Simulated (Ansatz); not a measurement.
# CH4Ge: what the fields show

Input file:

```
crystal:
  periodic: [false, false, false]
  atoms:
    - {symbol: C, position_ang: [-0.248505, 0.471215, -0.753951]}
    - {symbol: Ge, position_ang: [-0.119208, 0.280418, 1.007356]}
    - {symbol: H, position_ang: [-0.352143, -0.382876, -1.407988]}
    - {symbol: H, position_ang: [0.027446, 1.469480, 1.954363]}
    - {symbol: H, position_ang: [-0.227064, 1.446555, -1.218951]}
    - {symbol: H, position_ang: [-0.147086, -1.085183, 1.690390]}
basis:
  gaussian: {orbitals: def2-TZVPD}
hamiltonian: {xc: {name: PBE0}}
output: {forces: true, orbitals: {seedname: orbitals}}
```

Command:

```sh
ansatz run input.yaml --threads 2 --pin off --max-ram 4350MiB --events-out events.jsonl --progress --plain --runs-dir runs
```

Geometry: B3LYP-D4/def2-TZVP.

Theory: Ansatz 0.2.0, isolated molecule in a Gaussian basis; Kohn-Sham density functional theory, functional PBE0.

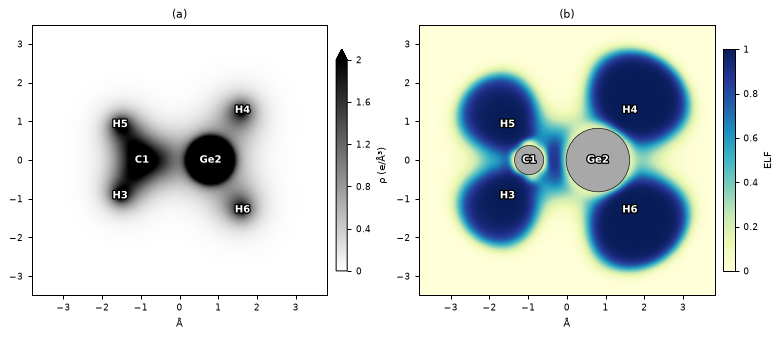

Figure 1. (a) electron density; (b) ELF on the molecular plane. Grey discs cover the atomic cores in the ELF map.

Q: Describe what can be read from this map.

A: The plane passes through C, Ge and H nuclei. C–Ge (1.78 Å): ρ is about 1.1 e/Å³ halfway; the ELF peaks at about 0.85 in the valence shell of C, 0.6 Å from its nucleus, and is about 0.45 at the midpoint. C–H (1.08 Å): ρ at the midpoint is about 2 e/Å³; the ELF climbs to about 1 towards the hydrogen, as it does in any bond to H: an ordinary covalent bond to hydrogen. Ge–H (1.53 Å): ρ at the midpoint is about 1.1 e/Å³; the ELF climbs to about 1 towards the hydrogen.

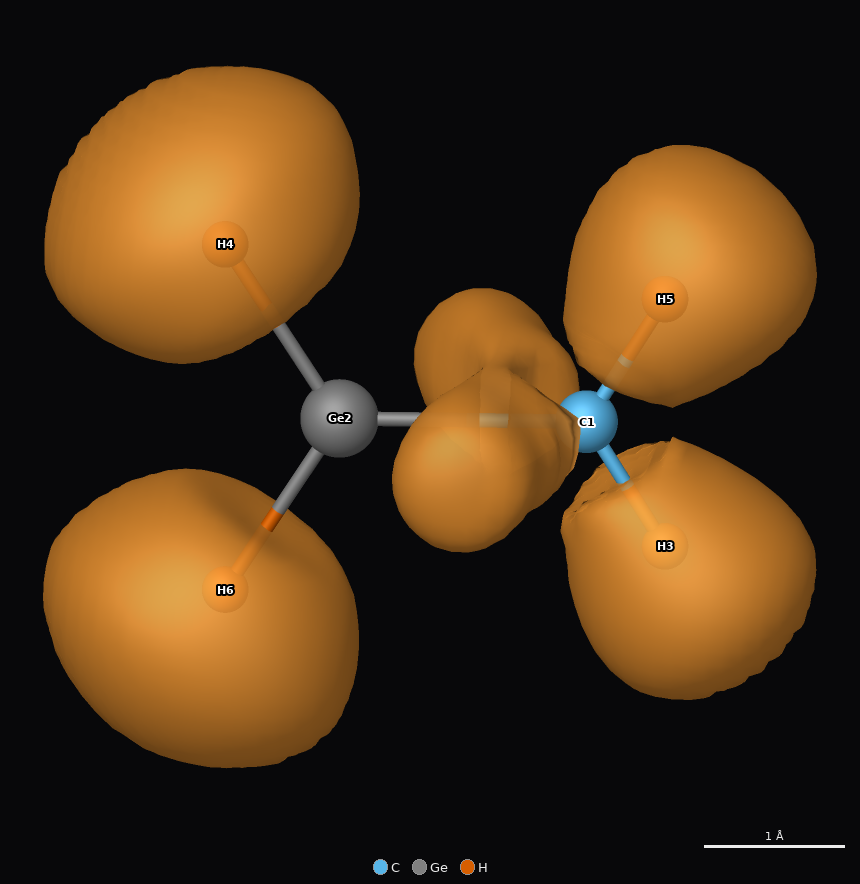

Figure 2. Isosurface of the ELF at 0.75 (orange), seen at a tilt. Only the valence region is drawn (cores and ρ < 0.01 e/Å³ removed).

Q: What do the ELF domains correspond to?

A: The surface consists of one region between bonded C–Ge atoms (shared pairs) and four regions around hydrogen nuclei.

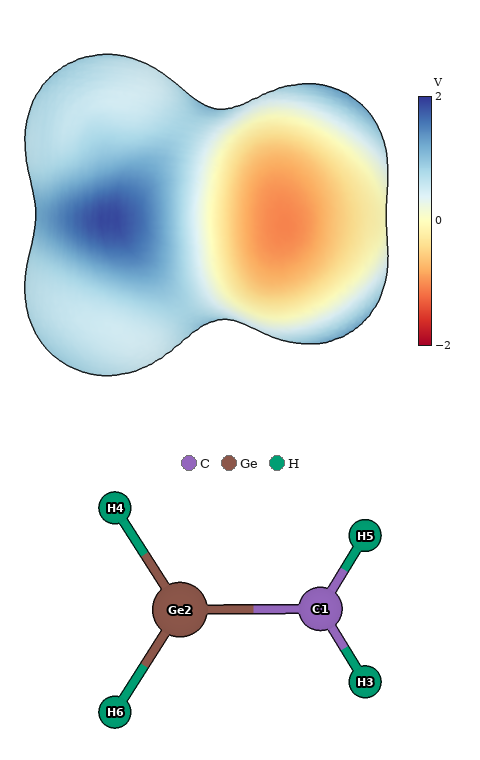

Figure 3. The electrostatic potential painted on the density surface at 0.004 e/bohr³, seen across its widest extent; red is negative and blue positive. The bare structure is drawn below in the same view.

Q: Where is the surface potential most negative and most positive?

A: The most negative region (about −1.0 V, or −23 kcal/mol for a unit charge) lies over the π face of C1, the most positive (about +1.8 V, or +42 kcal/mol for a unit charge) over Ge2.
